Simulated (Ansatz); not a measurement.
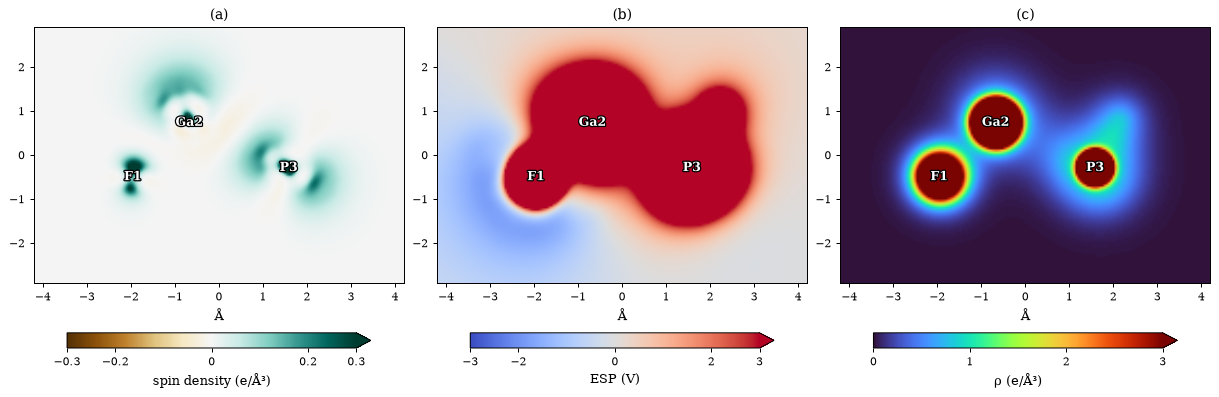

Figure. FGaH2P (SMILES [F][Ga][PH2]) (doublet). (a) spin density; (b) electrostatic potential; (c) electron density on the plane of atoms F1, Ga2 and P3.

Geometry: B3LYP/6-31G*.

Level of theory: Ansatz 0.2.0, isolated molecule in a Gaussian basis; Kohn-Sham density functional theory, functional PBE0.

Input

```
crystal:
  periodic: [false, false, false]
  atoms:
    - {symbol: F, position_ang: [1.617210, -1.026695, 1.737661]}
    - {symbol: Ga, position_ang: [1.166695, -0.132134, 0.265297]}
    - {symbol: P, position_ang: [-1.295531, -0.084488, -0.065748]}
    - {symbol: H, position_ang: [-1.262272, -1.481275, -0.367211]}
    - {symbol: H, position_ang: [-1.170922, 0.294972, -1.434409]}
basis:
  gaussian:
    orbitals: def2-TZVPD
hamiltonian:
  xc: {name: PBE0}
output:
  forces: true
  orbitals: {seedname: orbitals}
magnetization:
  spin_polarized: true
  initial_magnetization: 1
```

Command:

```sh
ansatz run input.yaml --threads 1 --pin off --max-ram 2610MiB --events-out events.jsonl --progress --plain --runs-dir runs
```

> What do the fields say about this system?

The plane passes through F, Ga and P nuclei. Ga–F (1.78 Å): the density is about 0.84 e/Å³ at the midpoint. Ga–P (2.48 Å): ρ at the midpoint is about 0.45 e/Å³. The unpaired spin (1 electron) lies mostly on Ga2 (about 0.6) and P3 (about 0.4), in electrons by Hirshfeld's partition. Outside the dense part of the molecule the potential is most negative (−1.8 V) near F1.
